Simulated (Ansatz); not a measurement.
# Meshes and cutoff for the phonons of Na3Y (built on the sites of a database entry of Li3Bi), part 2 of 3

Wanted: convergence of the phonons of Na3Y (built on the sites of a database entry of Li3Bi) against cost.

Ansatz 0.2.0; DFT LDA, scalar-relativistic, plane waves, PAW.

So far, highest frequency on the path or at a solved wavevector (cm⁻¹): step 3 (phonons on a q mesh) 164; step 4 (q mesh 2×2×2) 164. The relaxed cell has a = 7.928 Å (conventional setting).

The structure was built from a prototype and need not be the compound's stable phase.

### Step 7. Another k mesh, k-mesh 6×6×6, q mesh 2×2×2

The k mesh is changed to 6×6×6 on a small fixed q mesh, to find the coarsest that serves.

Input file input.yaml:

```yaml
crystal:
  lattice:
    - [0.0, 3.9641698809, 3.9641698809]
    - [3.9641698809, 0.0, 3.9641698809]
    - [3.9641698809, 3.9641698809, 0.0]
  atoms:
    - { symbol: Na, position: [0.75, 0.75, 0.75] }
    - { symbol: Na, position: [0.5, 0.5, 0.5] }
    - { symbol: Na, position: [0.25, 0.25, 0.25] }
    - { symbol: "Y", position: [0.0, 0.0, 0.0] }
kpoints:
  mp_grid: { grid: [6, 6, 6] }
hamiltonian:
  xc: lda
scf:
  occupations: { method: methfessel_paxton, width: 0.2 }
output:
  eigenvalues: true
phonons:
  method: dfpt
  qmesh: [2, 2, 2]
  temperatures: { t_max: 1000, t_step: 50 }
  qpath:
    path:
      - [[0.0, 0.0, 0.0], [0.5, 0.0, 0.5], [0.625, 0.25, 0.625]]
      - [[0.375, 0.375, 0.75], [0.0, 0.0, 0.0], [0.5, 0.5, 0.5], [0.5, 0.25, 0.75], [0.5, 0.0, 0.5]]
    npoints: 10
```

Started as:

```sh
$ ansatz run input.yaml --threads 8 --pin off --max-ram 14336MiB --backend cpu --events-out ev --progress --plain --runs-dir out
```

Numbers of over 12 decimals in the logs are rounded to 6 here.

Output:

```text
[...]
Crystal: 4 atoms, lattice volume = 124.591 Å³
Basis set: ecut = 420 eV, 2421 PW (Γ), exchange–correlation on 80×80×80 points (8 copies of the dense FFT grid, shifted against one another)
Bands: 23, of which v1, the nominal top of the filled ones, is band 19 counted from 1 (18 counted from 0)
Symmetry: 48 space group operations
k-points: 16 of 216
[...]
SCF iter   1: F=—  HF=-8143.797742 eV  |F-HF|=—  |Δ(HF+E_count)|=         —  Δρ=6.15e-3  dr2=2.55e-2  ethr=1.77e-3  ⟨swp⟩=4.6  Hψ=1276  notcnv=0
[...]
SCF iter   7: F=-8143.784945 eV  HF=-8143.784945 eV  |F-HF|=4.13e-9  |Δ(HF+E_count)|=   1.31e-8  S|Δr|=    0.00e0  Δρ=4.14e-6  dr2=1.77e-8  ethr=2.63e-10  ⟨swp⟩=4.2  Hψ=1018  notcnv=0
SCF 1, on 23 bands, converged in 7 iterations: F = -8143.784945 eV; the run's SCF on all bands comes behind
[...]
Bands: 24, of which v1, the nominal top of the filled ones, is band 19 counted from 1 (18 counted from 0)
[...]
SCF iter   5: F=-8143.784945 eV  HF=-8143.784945 eV  |F-HF|=1.82e-12  |Δ(HF+E_count)|=  5.46e-12  S|Δr|=    0.00e0  Δρ=3.08e-8  dr2=1.60e-12  ethr=1.00e-12  ⟨swp⟩=4.9  Hψ=1437  notcnv=0
SCF 2 converged in 5 iterations: F = -8143.784945 eV  dr2 = 1.60e-12
[...]
SCF iter   2: F=-8143.784945 eV  HF=-8143.784945 eV  |F-HF|=3.64e-12  |Δ(HF+E_count)|=   1.72e-6  S|Δr|=    0.00e0  Δρ=2.88e-8  dr2=2.06e-12  ethr=1.00e-12  ⟨swp⟩=3.2  Hψ=879  notcnv=0
SCF 3, on 23 bands, converged in 2 iterations: F = -8143.784945 eV; the run's SCF on all bands comes behind
[...]
SCF iter   2: F=-8143.784945 eV  HF=-8143.784945 eV  |F-HF|=1.82e-12  |Δ(HF+E_count)|=   3.44e-6  S|Δr|=    0.00e0  Δρ=3.31e-8  dr2=2.17e-12  ethr=1.00e-12  ⟨swp⟩=5.0  Hψ=1240  notcnv=0
SCF 4 converged in 2 iterations: F = -8143.784945 eV  dr2 = 2.17e-12
[...]
SCF converged after 12 iterations (7 of them on 23 bands)
[...]
Free energy (F): -8143.784945 eV
[...]
Internal energy: -8143.785467 eV  (E = F + TS)
E sigma→0 (E₀):  -8143.785075 eV
Entropy (-TS):   0.000522 eV (0.130 meV/atom)
Fermi energy:    4.139760 eV
[...]
--- Band table (eV; the first three rows and the last of 16) ---
  k-point 0: bands = [... 15 lower, -19.7851, 0.1453, 4.3095, 4.3095, 4.3095, 4.8850, 4.8850, 7.1783, ... 1 higher]
  k-point 1: bands = [... 15 lower, -19.7843, 0.3681, 4.0508, 4.3644, 4.3644, 4.8316, 4.8316, 6.2495, ... 1 higher]
  k-point 2: bands = [... 15 lower, -19.7828, 1.0065, 3.2531, 4.3170, 4.3170, 5.0187, 5.0187, 5.2638, ... 1 higher]
  k-point 15: bands = [... 15 lower, -19.7777, 2.6015, 3.0395, 3.3556, 3.4368, 5.0698, 5.1845, 5.3466, ... 1 higher]
[...]
ASR residual: 1.185e-5 → 0.000e0 eV/Å²; symmetrization residual: 1.724e-6 eV/Å²
  ASR residual per site (eV/Å²): 5.68e-6 1.18e-5 5.68e-6 1.09e-5
[...]
--- Phonons (arbitrary-q DFPT): 3 irreducible q on the 2×2×2 mesh ---
[...]
interpolated dispersion: 62 rows × 12 modes
[...]
```

It took 10 s on 8 threads of AMD EPYC 9R45, shared host; peak memory 0.99 GiB.

The run finished; it serves as a test, and its numbers are not taken as the result.

### Step 8. Another k mesh, k-mesh 8×8×8, q mesh 2×2×2

The k mesh is changed to 8×8×8 on a small fixed q mesh, to find the coarsest that serves.

Changes to input.yaml since step 7:

```diff
@@ -11,3 +11,3 @@
 kpoints:
-  mp_grid: { grid: [6, 6, 6] }
+  mp_grid: { grid: [8, 8, 8] }
 hamiltonian:
```

Output:

```text
[...]
Crystal: 4 atoms, lattice volume = 124.591 Å³
Basis set: ecut = 420 eV, 2421 PW (Γ), exchange–correlation on 80×80×80 points (8 copies of the dense FFT grid, shifted against one another)
Bands: 23, of which v1, the nominal top of the filled ones, is band 19 counted from 1 (18 counted from 0)
Symmetry: 48 space group operations
k-points: 29 of 512
[...]
k-point 28: bands = [... 15 lower, -19.7815, 2.9089, 3.0121, 3.1811, 3.1811, 5.0735, 5.2953, 5.2953, ... 1 higher]
[...]
ASR residual: 2.003e-5 → 0.000e0 eV/Å²; symmetrization residual: 2.534e-6 eV/Å²
  ASR residual per site (eV/Å²): 1.39e-5 8.13e-6 1.39e-5 2.00e-5
[...]
--- Phonons (arbitrary-q DFPT): 3 irreducible q on the 2×2×2 mesh ---
[...]
interpolated dispersion: 62 rows × 12 modes
[...]
[key lines of the parts left out:]
SCF converged after 12 iterations (7 of them on 23 bands)
Free energy (F): -8143.787658 eV
Fermi energy:    4.134291 eV
```

Run time: 19 s. Hardware: 8 threads; peak memory 1.4 GiB; 2.3 min of CPU time.

Frequencies (cm⁻¹) solved at each irreducible wavevector; negative means imaginary. Frequencies by wavevector, by row:

```
q in reciprocal lattice units  star  mode 1  mode 2  mode 3  mode 4  mode 10  mode 11  mode 12
                        0 0 0     1       0       0       0   118.2    159.8    159.8    159.8
                     0 0 -0.5     4    38.1    38.1    43.2    92.5    150.7    152.3    152.3
                  0 -0.5 -0.5     3   -17.2   -17.2    60.6   103.7    135.4    164.8    164.8
```

The highest optical mode at the zone centre (no LO-TO term) is 159.8 cm⁻¹, +0.1 cm⁻¹ against the base run.

### Step 9. Another k mesh, q mesh 2×2×2

The k mesh is changed to 12×12×12 on a small fixed q mesh, to find the coarsest that serves.

Changes to input.yaml since step 8:

```diff
@@ -11,3 +11,3 @@
 kpoints:
-  mp_grid: { grid: [8, 8, 8] }
+  mp_grid: { grid: [12, 12, 12] }
 hamiltonian:
```

Output:

```text
[...]
Crystal: 4 atoms, lattice volume = 124.591 Å³
Basis set: ecut = 420 eV, 2421 PW (Γ), exchange–correlation on 80×80×80 points (8 copies of the dense FFT grid, shifted against one another)
Bands: 23, of which v1, the nominal top of the filled ones, is band 19 counted from 1 (18 counted from 0)
Symmetry: 48 space group operations
k-points: 72 of 1728
[...]
k-point 71: bands = [... 15 lower, -19.7741, 2.9103, 3.0127, 3.1819, 3.1819, 5.0776, 5.2986, 5.2986, ... 1 higher]
[...]
ASR residual: 1.887e-5 → 0.000e0 eV/Å²; symmetrization residual: 1.918e-6 eV/Å²
  ASR residual per site (eV/Å²): 7.17e-6 9.19e-6 7.17e-6 1.89e-5
[...]
--- Phonons (arbitrary-q DFPT): 3 irreducible q on the 2×2×2 mesh ---
[...]
interpolated dispersion: 62 rows × 12 modes
[...]
[key lines of the parts left out:]
SCF converged after 12 iterations (7 of them on 23 bands)
Free energy (F): -8143.785370 eV
Fermi energy:    4.137064 eV
```

It took 50 s on 8 threads; peak memory 3.1 GiB; 6.2 min of CPU time.

The highest optical mode at the zone centre (no LO-TO term) is 159.8 cm⁻¹, +0.0 cm⁻¹ against the base run.

### Step 10. Another k mesh, k-mesh 18×18×18, q mesh 2×2×2

The k mesh is changed to 18×18×18 on a small fixed q mesh, to find the coarsest that serves.

Changes to input.yaml since step 9:

```diff
@@ -11,3 +11,3 @@
 kpoints:
-  mp_grid: { grid: [12, 12, 12] }
+  mp_grid: { grid: [18, 18, 18] }
 hamiltonian:
```

Output:

```text
[...]
Crystal: 4 atoms, lattice volume = 124.591 Å³
Basis set: ecut = 420 eV, 2421 PW (Γ), exchange–correlation on 80×80×80 points (8 copies of the dense FFT grid, shifted against one another)
Bands: 23, of which v1, the nominal top of the filled ones, is band 19 counted from 1 (18 counted from 0)
Symmetry: 48 space group operations
k-points: 195 of 5832
[...]
k-point 194: bands = [... 15 lower, -19.7727, 2.8197, 3.1169, 3.1297, 3.2381, 5.0778, 5.2682, 5.3227, ... 1 higher]
[...]
ASR residual: 1.353e-5 → 0.000e0 eV/Å²; symmetrization residual: 1.920e-6 eV/Å²
  ASR residual per site (eV/Å²): 3.82e-6 5.73e-6 3.82e-6 1.35e-5
[...]
--- Phonons (arbitrary-q DFPT): 3 irreducible q on the 2×2×2 mesh ---
[...]
interpolated dispersion: 62 rows × 12 modes
[...]
[key lines of the parts left out:]
SCF converged after 12 iterations (7 of them on 23 bands)
Free energy (F): -8143.785527 eV
Fermi energy:    4.138679 eV
```

The job ended after 2.6 min (8 threads; peak memory 8.8 GiB; 20 min of CPU time).

The highest optical mode at the zone centre (no LO-TO term) is 159.7 cm⁻¹, -0.0 cm⁻¹ against the base run.

### Step 11. The series together

Times are for 8 threads of AMD EPYC 9R45, shared host. Results by setting:

```
no.    k-mesh  lowest mode on the q mesh (acoustic modes at Γ apart) (cm⁻¹)  highest frequency on the path or at a solved wavevector (cm⁻¹)     time  memory (GiB)
  1     8×8×8                                                         -17.2                                                           164.8     19 s           1.4
  2  12×12×12                                                        -17.25                                                           164.5     50 s           3.1
  3  18×18×18                                                        -17.14                                                           164.5  2.6 min           8.8
```

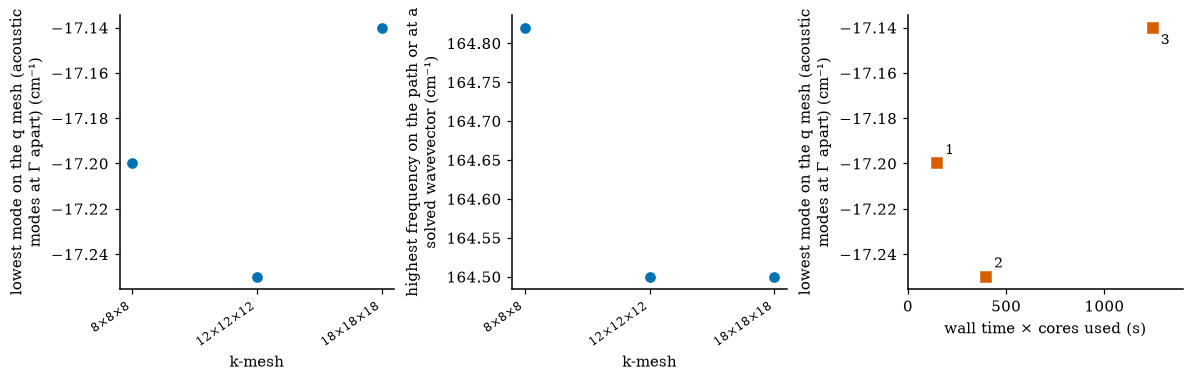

The series as plots; the last panel sets the first result against cost, with the runs numbered as in the table.

The phonon density of states has structure finer than the step of the table below, so its rows give means over 10 cm⁻¹, whole bins alone (the curve runs from -17 to 165 cm⁻¹). Peaks (cm⁻¹: height): 8×8×8 35.0: 0.115, 43.0: 0.0914, 97.0: 0.194, 135.0: 0.326, 155.0: 0.284; 12×12×12 35.0: 0.115, 43.0: 0.0895, 97.0: 0.198, 135.0: 0.322, 155.0: 0.282; 18×18×18 35.0: 0.116, 43.0: 0.0916, 97.0: 0.198, 135.0: 0.323, 155.0: 0.282.

The runs together. Phonon density of states against wavenumber; means over each step; values in 1/cm⁻¹/cell:

```
wavenumber (cm⁻¹)    8×8×8  12×12×12  18×18×18
              -10  0.00605   0.00605   0.00590
                0  0.00803   0.00797   0.00781
               10   0.0224    0.0224    0.0223
               20   0.0570    0.0571    0.0570
               30   0.0808    0.0813    0.0812
               40   0.0725    0.0726    0.0727
               50   0.0452    0.0447    0.0452
               60  0.00755   0.00735   0.00745
               70        0         0         0
               80        0         0         0
               90   0.0237    0.0258    0.0257
              100    0.177     0.177     0.177
              110   0.0960    0.0947    0.0948
              120  0.00288   0.00271   0.00272
              130   0.0861    0.0897    0.0898
              140    0.171     0.170     0.169
              150    0.167     0.171     0.171
              160    0.175     0.169     0.169
```

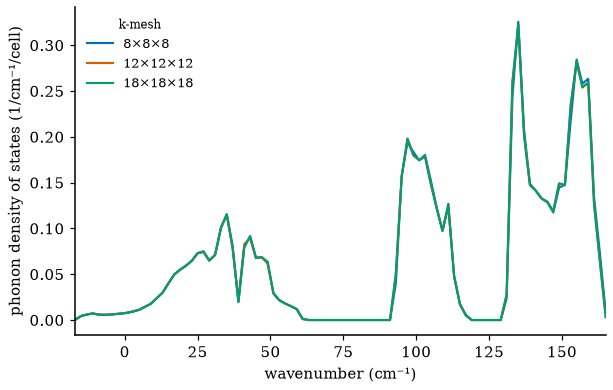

Phonon density of states, plotted against wavenumber.

The runs together, line Na. Table of partial phonon density of states, Na by wavenumber; read off at these points; values in 1/cm⁻¹/cell:

```
wavenumber (cm⁻¹)    8×8×8  12×12×12  18×18×18
            -20.0   8.0e-5    9.4e-5    8.0e-5
              0.0   5.0e-4    4.8e-4    6.1e-4
             20.0   0.0181    0.0180    0.0181
             34.4   0.0233    0.0232    0.0233
             40.0   0.0119    0.0121    0.0120
             60.0   4.6e-4    4.6e-4    4.6e-4
             80.0        0         0         0
            100.0    0.166     0.165     0.165
            120.0  0.00102    9.7e-4    9.9e-4
            134.2    0.244     0.243     0.243
            135.5    0.245     0.242     0.244
            140.0    0.139     0.139     0.139
            156.3    0.229     0.227     0.227
            160.0    0.161     0.153     0.155
```

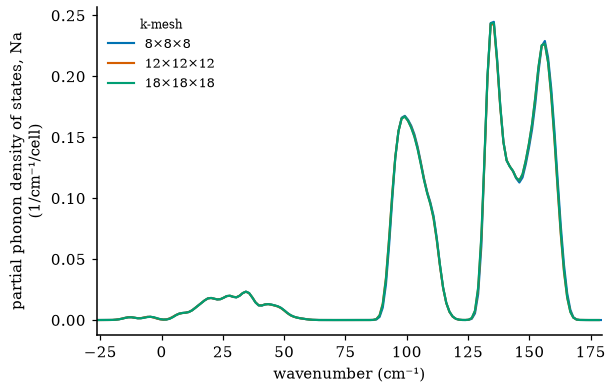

Partial phonon density of states, Na against wavenumber.

### Step 12. Another cutoff, cutoff 170 eV, q mesh 2×2×2

The cutoff is set to 170 eV on a small fixed q mesh.

Changes to input.yaml since step 10:

```diff
@@ -11,3 +11,3 @@
 kpoints:
-  mp_grid: { grid: [18, 18, 18] }
+  mp_grid: { grid: [12, 12, 12] }
 hamiltonian:
@@ -27 +27,3 @@
     npoints: 10
+basis:
+  ecutwfc: 170
```

Output:

```text
Warning: basis.ecutwfc = 170 eV is below the records' recommended 420 eV, and the density's cutoff is lower with it unless basis.ecutrho_ratio is high enough to keep the records' density cutoff: compare with a run at a higher cutoff
[...]
Crystal: 4 atoms, lattice volume = 124.591 Å³
Basis set: ecut = 170 eV, 609 PW (Γ), exchange–correlation on 48×48×48 points (8 copies of the dense FFT grid, shifted against one another)
Bands: 23, of which v1, the nominal top of the filled ones, is band 19 counted from 1 (18 counted from 0)
Symmetry: 48 space group operations
k-points: 72 of 1728
[...]
SCF iter   1: F=—  HF=-8118.213464 eV  |F-HF|=—  |Δ(HF+E_count)|=         —  Δρ=8.45e-2  dr2=2.90e0  ethr=1.77e-3  ⟨swp⟩=4.0  Hψ=5456  notcnv=0
[...]
SCF iter   8: F=-8115.289751 eV  HF=-8115.289751 eV  |F-HF|=3.23e-8  |Δ(HF+E_count)|=   2.53e-7  S|Δr|=    0.00e0  Δρ=5.61e-6  dr2=4.93e-8  ethr=2.63e-10  ⟨swp⟩=3.1  Hψ=4382  notcnv=0
SCF 1, on 23 bands, converged in 8 iterations: F = -8115.289751 eV; the run's SCF on all bands comes behind
[...]
Bands: 24, of which v1, the nominal top of the filled ones, is band 19 counted from 1 (18 counted from 0)
[...]
SCF iter   5: F=-8115.289751 eV  HF=-8115.289751 eV  |F-HF|=1.82e-12  |Δ(HF+E_count)|=  9.09e-13  S|Δr|=    0.00e0  Δρ=2.63e-8  dr2=2.42e-12  ethr=1.00e-12  ⟨swp⟩=4.4  Hψ=5173  notcnv=0
SCF 2 converged in 5 iterations: F = -8115.289751 eV  dr2 = 2.42e-12
[...]
SCF iter   2: F=-8115.289751 eV  HF=-8115.289751 eV  |F-HF|=2.73e-12  |Δ(HF+E_count)|=   2.78e-7  S|Δr|=    0.00e0  Δρ=2.50e-8  dr2=2.05e-12  ethr=1.00e-12  ⟨swp⟩=2.8  Hψ=3409  notcnv=0
SCF 3, on 23 bands, converged in 2 iterations: F = -8115.289751 eV; the run's SCF on all bands comes behind
[...]
SCF iter   2: F=-8115.289751 eV  HF=-8115.289751 eV  |F-HF|=5.46e-12  |Δ(HF+E_count)|=   1.72e-7  S|Δr|=    0.00e0  Δρ=3.62e-8  dr2=4.11e-12  ethr=1.00e-12  ⟨swp⟩=3.5  Hψ=4982  notcnv=0
SCF 4 converged in 2 iterations: F = -8115.289751 eV  dr2 = 4.11e-12
[...]
SCF converged after 13 iterations (8 of them on 23 bands)
[...]
Free energy (F): -8115.289751 eV
[...]
Internal energy: -8115.295355 eV  (E = F + TS)
E sigma→0 (E₀):  -8115.291152 eV
Entropy (-TS):   0.005604 eV (1.401 meV/atom)
Fermi energy:    4.185990 eV
[...]
--- Band table (eV; the first three rows and the last of 72) ---
  k-point 0: bands = [... 15 lower, -20.1765, 0.1108, 4.3828, 4.3828, 4.3828, 4.9919, 4.9919, 7.2539, ... 1 higher]
  k-point 1: bands = [... 15 lower, -20.2131, 0.1672, 4.3053, 4.3939, 4.3939, 4.9462, 4.9462, 6.9411, ... 1 higher]
  k-point 2: bands = [... 15 lower, -20.2030, 0.3343, 4.1068, 4.4298, 4.4298, 4.9294, 4.9294, 6.3071, ... 1 higher]
  k-point 71: bands = [... 15 lower, -20.2013, 2.8807, 3.0308, 3.1932, 3.1932, 5.1860, 5.4148, 5.4148, ... 1 higher]
[...]
ASR residual: 3.461e-5 → 0.000e0 eV/Å²; symmetrization residual: 8.950e-6 eV/Å²
  ASR residual per site (eV/Å²): 1.14e-5 3.46e-5 1.14e-5 1.65e-6
[...]
--- Phonons (arbitrary-q DFPT): 3 irreducible q on the 2×2×2 mesh ---
[...]
interpolated dispersion: 62 rows × 12 modes
[...]
```

Run time: 14 s. Hardware: 8 threads; peak memory 1.3 GiB; 99 s of CPU time.

The run finished; it serves as a test, and its numbers are not taken as the result.

### Step 13. Another cutoff, cutoff 230 eV, q mesh 2×2×2

The cutoff is set to 230 eV on a small fixed q mesh.

Changes to input.yaml since step 12:

```diff
@@ -28,2 +28,2 @@
 basis:
-  ecutwfc: 170
+  ecutwfc: 230
```

Output:

```text
[...]
Crystal: 4 atoms, lattice volume = 124.591 Å³
Basis set: ecut = 230 eV, 965 PW (Γ), exchange–correlation on 60×60×60 points (8 copies of the dense FFT grid, shifted against one another)
Bands: 23, of which v1, the nominal top of the filled ones, is band 19 counted from 1 (18 counted from 0)
Symmetry: 48 space group operations
k-points: 72 of 1728
[...]
SCF iter   1: F=—  HF=-8140.877488 eV  |F-HF|=—  |Δ(HF+E_count)|=         —  Δρ=2.21e-2  dr2=1.74e-1  ethr=1.77e-3  ⟨swp⟩=4.1  Hψ=5531  notcnv=0
[...]
SCF iter   8: F=-8140.710462 eV  HF=-8140.710462 eV  |F-HF|=2.01e-9  |Δ(HF+E_count)|=   5.36e-8  S|Δr|=    0.00e0  Δρ=2.86e-6  dr2=9.30e-9  ethr=2.63e-10  ⟨swp⟩=2.0  Hψ=3327  notcnv=0
SCF 1, on 23 bands, converged in 8 iterations: F = -8140.710462 eV; the run's SCF on all bands comes behind
[...]
Bands: 24, of which v1, the nominal top of the filled ones, is band 19 counted from 1 (18 counted from 0)
[...]
SCF iter   5: F=-8140.710462 eV  HF=-8140.710462 eV  |F-HF|=0.00e0  |Δ(HF+E_count)|=  4.55e-12  S|Δr|=    0.00e0  Δρ=1.87e-8  dr2=9.20e-13  ethr=1.00e-12  ⟨swp⟩=4.9  Hψ=6098  notcnv=0
SCF 2 converged in 5 iterations: F = -8140.710462 eV  dr2 = 9.20e-13
[...]
SCF iter   2: F=-8140.710462 eV  HF=-8140.710462 eV  |F-HF|=4.55e-12  |Δ(HF+E_count)|=   1.10e-9  S|Δr|=    0.00e0  Δρ=3.46e-8  dr2=3.40e-12  ethr=1.00e-12  ⟨swp⟩=2.5  Hψ=3382  notcnv=0
SCF 3, on 23 bands, converged in 2 iterations: F = -8140.710462 eV; the run's SCF on all bands comes behind
[...]
SCF iter   2: F=-8140.710462 eV  HF=-8140.710462 eV  |F-HF|=4.55e-12  |Δ(HF+E_count)|=   7.69e-8  S|Δr|=    0.00e0  Δρ=4.76e-8  dr2=6.93e-12  ethr=1.00e-12  ⟨swp⟩=3.5  Hψ=4573  notcnv=0
SCF 4 converged in 2 iterations: F = -8140.710462 eV  dr2 = 6.93e-12
[...]
SCF converged after 13 iterations (8 of them on 23 bands)
[...]
Free energy (F): -8140.710462 eV
[...]
Internal energy: -8140.714540 eV  (E = F + TS)
E sigma→0 (E₀):  -8140.711481 eV
Entropy (-TS):   0.004078 eV (1.020 meV/atom)
Fermi energy:    4.139065 eV
[...]
--- Band table (eV; the first three rows and the last of 72) ---
  k-point 0: bands = [... 15 lower, -19.8772, 0.1391, 4.3233, 4.3233, 4.3233, 4.9008, 4.9008, 7.1866, ... 1 higher]
  k-point 1: bands = [... 15 lower, -19.8734, 0.1953, 4.2589, 4.3438, 4.3438, 4.8795, 4.8795, 6.8760, ... 1 higher]
  k-point 2: bands = [... 15 lower, -19.8759, 0.3618, 4.0552, 4.3770, 4.3770, 4.8427, 4.8427, 6.2536, ... 1 higher]
  k-point 71: bands = [... 15 lower, -19.8755, 2.8958, 3.0129, 3.1809, 3.1809, 5.0879, 5.3077, 5.3077, ... 1 higher]
[...]
ASR residual: 1.700e-5 → 0.000e0 eV/Å²; symmetrization residual: 3.072e-6 eV/Å²
  ASR residual per site (eV/Å²): 9.75e-6 2.46e-6 9.75e-6 1.70e-5
[...]
--- Phonons (arbitrary-q DFPT): 3 irreducible q on the 2×2×2 mesh ---
[...]
interpolated dispersion: 62 rows × 12 modes
[...]
```

Run time: 21 s. Hardware: 8 threads; peak memory 1.7 GiB.

The run finished; it serves as a test, and its numbers are not taken as the result.

[end of part 2 of 3]

[Logs are printed without paths, hosts, clocks, repeated set-up lines and the standing remarks that a program may print on its own settings, such as how far it seeks lower states.]

[Hosts, paths, dates, database ids (printed as entryN), source tags and the programs' standing remarks are cut or masked in the printed files.]
